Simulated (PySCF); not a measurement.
**Single-point calculation of GeF2**

The run: single-point calculation of GeF2, SMILES [F][Ge][F]. Method and program: wB97X-V/STO-3G, RKS (PySCF 2.14.0).

The geometry comes from this level: GFN2-xTB.

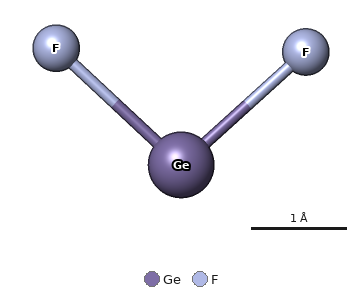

**Figure 1.** The input geometry (ball-and-stick view, seen on its broad side). Sticks mark near contacts. Bond lengths as drawn: F–Ge 1.80 Å.

### Input (input.py)
```python
from pyscf import gto, dft

mol = gto.M(
    atom='''
Ge     0.008504    -0.014967    -1.535100
F      2.495969    -0.035432     0.784501
F     -2.504492     0.050399     0.750599
''',
    verbose=3,
    max_memory=1860,
    basis='sto-3g',
    unit='bohr',
)

myscf = dft.RKS(mol, xc='wb97x-v')
myscf.conv_tol = 1e-10
myscf.grids.level = 5
myscf.nlcgrids.level = 1
myscf.kernel()
if not myscf.converged:
    myscf = myscf.newton().run(myscf.mo_coeff, myscf.mo_occ)

energy = myscf.e_tot
print('E = %.10f Eh' % energy)
```

Launched with:
```bash
OMP_NUM_THREADS=1 python input.py
```

### Output
```
converged SCF energy = -2249.61130720036
E = -2249.6113072004 Eh
```

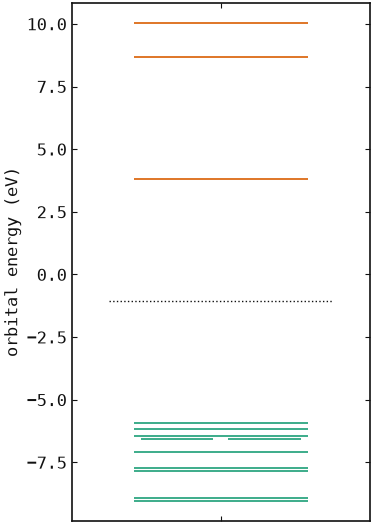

**Figure 2.** Orbital energies near the frontier; the dotted line parts filled from empty levels, and levels within 0.02 eV of each other stand side by side. Highest filled −5.93 eV, lowest empty 3.80 eV, 9.73 eV apart.

### Results in brief

| quantity | value |
| --- | --- |
| outcome | converged |
| total energy | −2249.611307 hartree |
| basis functions | 28 |
| HOMO | −5.93 eV |
| LUMO | 3.80 eV |
| dipole moment | 0.30 D |
| hardware | 1 thread of AMD EPYC (Zen 5), 16 GiB of memory available, shared host |
| wall time | 12 s |
| peak memory | 0.23 GiB |
